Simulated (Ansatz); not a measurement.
# AsH$_{5}$O$_{2}$Zn: what the fields show

```xyz
9

Zn    0.0387   -0.0753   -0.3943
O     0.3023   -0.4835    1.7909
O    -0.2684   -1.8768   -0.2523
H     1.1629   -0.4816    2.2167
As    0.4552    2.1341   -1.1347
H     0.1032   -1.4041    1.5300
H    -0.6681   -2.3631   -0.9715
H    -0.7710    2.6326   -0.3773
H    -0.3546    1.9177   -2.4077
```

The product side of a reaction path; geometry: PBE0-D4/def2-TZVP; a saddle point, not a minimum.

Level of theory: Ansatz 0.2.0, RKS PBE0-D4/def2-TZVPP.

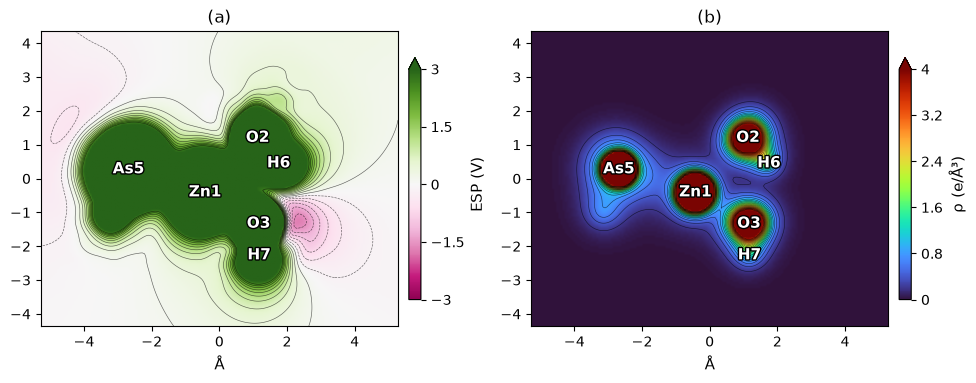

Figure 1. (a) electrostatic potential; (b) electron density on the plane of atoms Zn1, O2 and H6.

Question: Interpret the plot.

Answer: The plane passes through Zn, O, As and H nuclei. Zn–O (1.83 Å): ρ is about 0.8 e/Å³ halfway. Zn–As (2.37 Å): the density is about 0.54 e/Å³ at the midpoint. O–H (0.96 Å): ρ is about 3.8 e/Å³ halfway. Outside the dense part of the molecule the potential is most negative (−1.7 V) near O3.

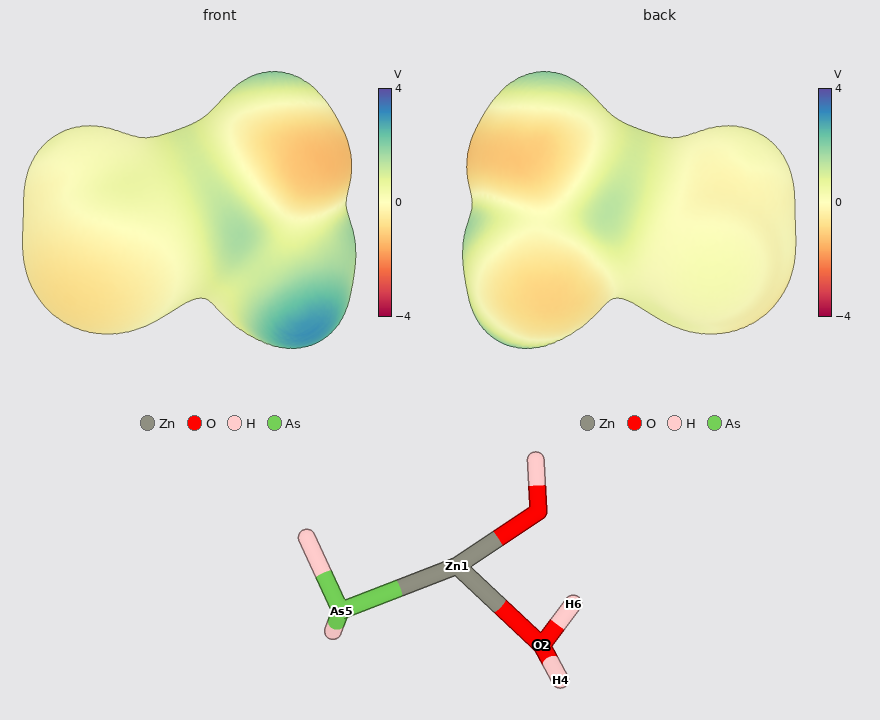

Figure 2. The molecular electrostatic potential painted on the density surface at 0.002 e/bohr³, seen from the front and from behind; the colour scale runs from red (negative) to blue (positive). The bare structure is drawn below in the same view.

Question: Which sites attract a positive test charge, and which a negative one?

Answer: A positive charge is drawn to the negative regions and a negative charge to the positive ones. The most negative region (about −1.3 V, or −30 kcal/mol for a unit charge) lies over O3, the most positive (about +2.9 V, or +67 kcal/mol for a unit charge) over H4. O3 is the likeliest acceptor of a hydrogen bond.

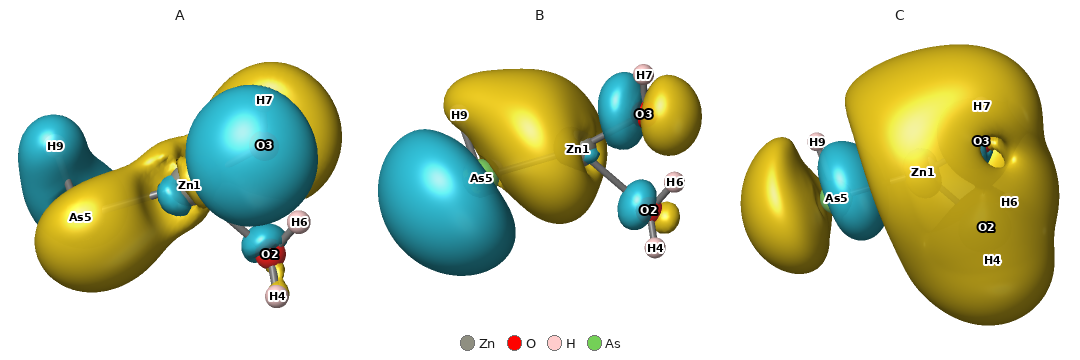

Figure 3. Three frontier orbitals at ±0.05 Å⁻³ᐟ² (yellow and cyan are the two phases), in no order.

Question: Which picture is the HOMO−1, the HOMO and the LUMO?

Answer: A is the HOMO−1 (−8.02 eV). Its weight (Hirshfeld) is mainly on O3 (about 70 %), Zn1 (about 10 %) and As5 (about 10 %); largely a lone pair of O3. B is the HOMO (−6.89 eV). It lies mainly on As5 (about 65 %), Zn1 (about 20 %) and O3 (about 5 %). C is the LUMO (−0.38 eV). It lies mainly on Zn1 (about 40 %), As5 (about 20 %), O3 (about 10 %), H4 (about 10 %) and H7 (about 10 %).

Question: What is the HOMO–LUMO gap?

Answer: 6.51 eV between the orbital energies.
